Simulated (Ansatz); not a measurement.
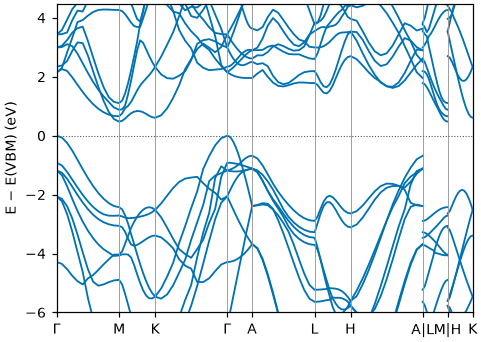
Fig. 1. Band structure from plane-wave PAW PBE (Ansatz code)

Q: Read off the gap and where the band edges lie.

A: About 0.5 eV (0.48 eV by a search for the band edges); maximum at Γ, minimum at M.

Q: Which of these materials gives this?
A) BAs, P6_222 (B on 3d, As on 3c)
B) Ge3N4, P6_3/m (Ge on 6h, N on 2c, N on 6h)
C) SnC, wurtzite
D) SiC, 6H polytype

A: A, BAs, P6_222 (B on 3d, As on 3c)

The start of the workflow was typed in or built on a structure type; neither database checked (COD, Materials Project) lists it. It is not the phase usual at ambient conditions (space group No. 216). The PBE relaxation kept the symmetry of its start; its stability against distortions is not shown here. Its formation energy is positive at this level, so the cell may be metastable or incomplete. Scalar-relativistic: spin–orbit coupling is off unless named, which matters more the heavier the elements.

Potentials: the earlier of the program's two PAW sets.
